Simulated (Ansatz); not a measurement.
# SiNH3OF2 (SMILES N[Si](O)(F)F): CCSDT(Q)/B/MINI (density fitting with def2-universal-jkfit, cc-pVTZ-rifit for correlation)

What is the vertical ionisation energy of SiNH3OF2 at CCSDT(Q)/B/MINI (density fitting with def2-universal-jkfit, cc-pVTZ-rifit for correlation)? 

Program for the calculation: Ansatz 0.2.0.

5 further runs of the same task are left out: 1 that didn't finish, 4 set aside as unsound or not needed.

### 1 Starting point

The species is SiNH3OF2 (8 atoms), meant as a singlet with charge 0. SMILES: `N[Si](O)(F)F`. The shape is that of a PBE0-D4/def2-TZVP optimisation. This is one conformer, not always the lowest.

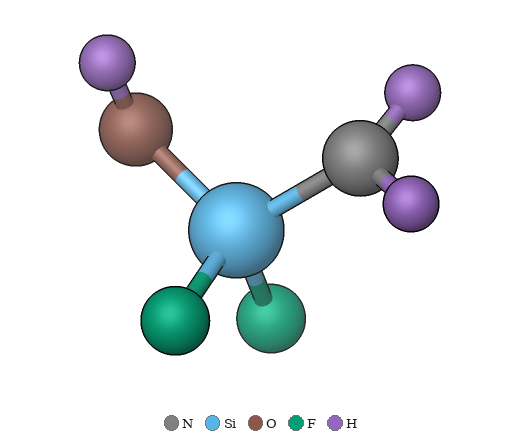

Viewed from a chosen angle; nitrogen grey, silicon blue, oxygen brown, fluorine teal, hydrogen purple.

### 2 A single-point energy at CCSDT(Q)/B/MINI (density fitting with def2-universal-jkfit, cc-pVTZ-rifit for correlation)

File input.yaml:

```yaml
crystal:
  periodic: [false, false, false]
  atoms:
    - symbol: "N"
      position_ang: [-0.442300, 1.046800, 0.335400]
    - symbol: Si
      position_ang: [0.149700, -0.326200, -0.442800]
    - symbol: O
      position_ang: [0.387300, -1.558900, 0.578900]
    - symbol: F
      position_ang: [-0.787600, -0.930400, -1.563300]
    - symbol: F
      position_ang: [1.475500, 0.124100, -1.183100]
    - symbol: H
      position_ang: [-1.266000, 1.005400, 0.911900]
    - symbol: H
      position_ang: [-0.311700, 1.959400, -0.068300]
    - symbol: H
      position_ang: [0.887300, -1.377200, 1.375500]
basis:
  gaussian:
    orbitals: MINI.json
    fitting: {mean_field: def2-universal-jkfit, correlation: cc-pVTZ-rifit}
correlation: {method: ccsdt_q_b, frozen_orbitals: {F: 1, H: 0, "N": 1, O: 1, Si: 5}}
output: {orbitals: {seedname: orbitals}}
```

The basis set MINI is read from a file made from the Basis Set Exchange's data (not shown).

The run is started by

```bash
$ ansatz run input.yaml --threads 1 --pin off --max-ram 2610MiB --events-out events.jsonl --progress --plain --runs-dir runs
```

Log:

```text
Warning: RAYON_NUM_THREADS=1 ignored (pool sized by the plan → 1); use --threads N
Functional definition: HF
  name "HF"
  exchange = exact_x
  correlation = 0
490 factors; integrals over basis functions are off by at most 1.2e-3 eV
536 factors; integrals over basis functions are off by at most 1.5e-1 eV
mean field evaluation 1: about -16739.5118 eV, gradient 2.2e1 eV
mean field evaluation 2: about -16741.2797 eV, gradient 4.1e0 eV
mean field evaluation 4: about -16741.3534 eV, gradient 2.9e-1 eV
mean field evaluation 8: about -16741.2801 eV, gradient 4.1e0 eV
mean field -16741.35398657 eV, -615.2334113092 hartree, gradient 1.8e-6 eV, S^2 0.000000; 0 other end points of the search recorded, 0 dependent functions left out
9 core orbitals not correlated: weight in the atoms' cores, before any rotation towards them, 1.000 or more for the frozen orbitals, at most 0.000 for the correlated occupied ones
reference -16741.35398657 eV, -615.2334113092 hartree; 16, 16 occupied and 7, 7 virtual orbitals, 536 factors
second order -3.52412804 eV of doubles, -0.00000000 eV of singles
cycle   1  -3.79567502 eV  change   -2.7e-1 eV  update   8.8e-2
cycle   2  -4.11657110 eV  change   -3.2e-1 eV  update   3.7e-2
cycle   3  -4.22306399 eV  change   -1.1e-1 eV  update   1.8e-2
cycle   4  -4.23120586 eV  change   -8.1e-3 eV  update   4.1e-3
cycle   5  -4.23086577 eV  change    3.4e-4 eV  update   1.6e-3
cycle   6  -4.23039646 eV  change    4.7e-4 eV  update   5.6e-4
cycle   7  -4.23033772 eV  change    5.9e-5 eV  update   2.0e-4
cycle   8  -4.23035048 eV  change   -1.3e-5 eV  update   6.0e-5
cycle   9  -4.23035193 eV  change   -1.5e-6 eV  update   2.3e-5
cycle  10  -4.23035406 eV  change   -2.1e-6 eV  update   8.2e-6
cycle  11  -4.23035372 eV  change    3.4e-7 eV  update   3.2e-6
perturbative correction -0.00283957 eV, -0.0001043523 hartree
Total energy: -16745.58717987 eV, -615.3889782934 hartree
```

Run time: 4.2 s. Hardware: 1 thread of Intel Xeon Platinum 8259CL at 2.50GHz (Skylake/Cascade Lake), shared host; peak memory 0.16 GiB.

### 3 The doublet cation at the same level

input.yaml, as its differences from that of step 2:

```diff
@@ -23,2 +23,4 @@
     fitting: {mean_field: def2-universal-jkfit, correlation: cc-pVTZ-rifit}
+total_charge: 1
+magnetization: {spin_polarized: true, initial_magnetization: 1}
 correlation: {method: ccsdt_q_b, frozen_orbitals: {F: 1, H: 0, "N": 1, O: 1, Si: 5}}
```

The basis set MINI is read from a file made from the Basis Set Exchange's data (not shown).

The run is started by

```bash
$ ansatz run input.yaml --threads 1 --pin off --max-ram 2610MiB --events-out events.jsonl --progress --plain --runs-dir runs
```

Log:

```text
Warning: RAYON_NUM_THREADS=1 ignored (pool sized by the plan → 1); use --threads N
[... 4 set-up lines as earlier in the session ...]
490 factors; integrals over basis functions are off by at most 1.2e-3 eV
536 factors; integrals over basis functions are off by at most 1.5e-1 eV
mean field evaluation 1: about -16726.5347 eV, gradient 2.3e1 eV
mean field evaluation 2: about -16730.4204 eV, gradient 7.5e0 eV
mean field evaluation 4: about -16730.8177 eV, gradient 5.4e-1 eV
mean field evaluation 8: about -16726.5347 eV, gradient 2.3e1 eV
mean field evaluation 16: about -16729.7644 eV, gradient 4.2e-2 eV
mean field evaluation 32: about -16729.6927 eV, gradient 3.5e-1 eV
mean field evaluation 64: about -16729.7491 eV, gradient 1.7e-1 eV
mean field evaluation 96: about -16728.0625 eV, gradient 3.6e-1 eV
mean field -16730.82378484 eV, -614.8464335330 hartree, gradient 2.5e-6 eV, S^2 0.757076; 7 other end points of the search recorded, 0 dependent functions left out
determinant -16730.82378484 eV, -614.8464335330 hartree, with singles and doubles -16734.92383097 eV, -614.9971074495 hartree
determinant -16729.76451118 eV, -614.8075059443 hartree, with singles and doubles -16733.70641028 eV, -614.9523680641 hartree
determinant -16729.42723114 eV, -614.7951111313 hartree, with singles and doubles -16734.37721165 eV, -614.9770195598 hartree
determinant -16729.31057413 eV, -614.7908240654 hartree, with singles and doubles -16733.19000417 eV, -614.9333904898 hartree
determinant -16728.06449004 eV, -614.7450313196 hartree, with singles and doubles -16732.22492830 eV, -614.8979246057 hartree
determinant -16730.82378484 eV, -614.8464335330 hartree, with singles and doubles -16734.92835074 eV, -614.9972735477 hartree
determinant -16729.42723114 eV, -614.7951111313 hartree, with singles and doubles -16734.88281259 eV, -614.9956000516 hartree
9 core orbitals not correlated: weight in the atoms' cores, before any rotation towards them, 1.000 or more for the frozen orbitals, at most 0.000 for the correlated occupied ones
reference -16730.82378484 eV, -614.8464335330 hartree; 16, 15 occupied and 7, 8 virtual orbitals, 536 factors
second order -3.48703041 eV of doubles, -0.00000000 eV of singles
cycle   1  -3.74137936 eV  change   -2.5e-1 eV  update   1.1e-1
cycle   2  -4.09566866 eV  change   -3.5e-1 eV  update   5.1e-2
cycle   3  -4.29113689 eV  change   -2.0e-1 eV  update   3.1e-2
cycle   4  -4.31235417 eV  change   -2.1e-2 eV  update   1.4e-2
cycle   5  -4.32267668 eV  change   -1.0e-2 eV  update   1.2e-2
cycle   6  -4.32671142 eV  change   -4.0e-3 eV  update   7.1e-3
cycle   7  -4.33192989 eV  change   -5.2e-3 eV  update   5.0e-3
cycle   8  -4.33407420 eV  change   -2.1e-3 eV  update   3.4e-3
cycle   9  -4.33349055 eV  change    5.8e-4 eV  update   2.4e-3
cycle  10  -4.33472334 eV  change   -1.2e-3 eV  update   1.7e-3
cycle  11  -4.33455891 eV  change    1.6e-4 eV  update   1.3e-3
cycle  12  -4.33451103 eV  change    4.8e-5 eV  update   9.2e-4
cycle  13  -4.33491061 eV  change   -4.0e-4 eV  update   6.8e-4
cycle  14  -4.33509504 eV  change   -1.8e-4 eV  update   4.9e-4
cycle  15  -4.33506904 eV  change    2.6e-5 eV  update   4.0e-4
cycle  16  -4.33513953 eV  change   -7.0e-5 eV  update   2.0e-4
cycle  17  -4.33527835 eV  change   -1.4e-4 eV  update   1.4e-4
cycle  18  -4.33528721 eV  change   -8.9e-6 eV  update   1.1e-4
cycle  19  -4.33526518 eV  change    2.2e-5 eV  update   7.3e-5
cycle  20  -4.33529260 eV  change   -2.7e-5 eV  update   5.8e-5
cycle  21  -4.33528951 eV  change    3.1e-6 eV  update   4.9e-5
cycle  22  -4.33526063 eV  change    2.9e-5 eV  update   4.2e-5
cycle  23  -4.33526331 eV  change   -2.7e-6 eV  update   3.3e-5
cycle  24  -4.33526632 eV  change   -3.0e-6 eV  update   3.2e-5
cycle  25  -4.33525932 eV  change    7.0e-6 eV  update   2.4e-5
cycle  26  -4.33525867 eV  change    6.5e-7 eV  update   1.4e-5
cycle  27  -4.33526553 eV  change   -6.9e-6 eV  update   9.5e-6
cycle  28  -4.33526209 eV  change    3.4e-6 eV  update   7.2e-6
cycle  29  -4.33525858 eV  change    3.5e-6 eV  update   4.7e-6
cycle  30  -4.33526071 eV  change   -2.1e-6 eV  update   3.4e-6
perturbative correction -0.00169559 eV, -0.0000623117 hartree
Total energy: -16735.16074113 eV, -615.0058137371 hartree
```

Run time: 36 s. Hardware: 1 thread of Intel Xeon Platinum 8259CL at 2.50GHz (Skylake/Cascade Lake), shared host; peak memory 0.56 GiB.

### 4 Summary of results

Level: CCSDT(Q)/B/MINI (density fitting with def2-universal-jkfit, cc-pVTZ-rifit for correlation), 9 core orbitals frozen.

| quantity | value |
| --- | --- |
| singlet SiNH3OF2: total energy | -615.38898 Eh |
| singlet SiNH3OF2: HOMO energy (Hartree–Fock orbitals) | -12.82 eV |
| singlet SiNH3OF2: LUMO energy (Hartree–Fock orbitals) | 7.52 eV |
| singlet SiNH3OF2: HOMO–LUMO gap (Hartree–Fock orbitals) | 20.34 eV |
| singlet SiNH3OF2: correlation energy (9 core orbitals frozen) | -155.6 mEh |
| singlet SiNH3OF2: T1 diagnostic | 0.010 |
| doublet cation: total energy | -615.00581 Eh |
| doublet cation: HOMO energy (Hartree–Fock orbitals) (highest over α and β) | -19.99 eV |
| doublet cation: LUMO energy (Hartree–Fock orbitals) (lowest over α and β) | -8.39 eV |
| doublet cation: correlation energy (9 core orbitals frozen) | -159.4 mEh |
| doublet cation: ⟨S²⟩ of the reference determinant | 0.757 |
| doublet cation: T1 diagnostic | 0.023 |
| vertical ionisation energy (to the doublet cation) | 10.426 eV |

In words: Removing an electron at fixed nuclei costs 10.43 eV (1006 kJ/mol). In a minimal basis such a difference can be off by several eV, whatever the method.
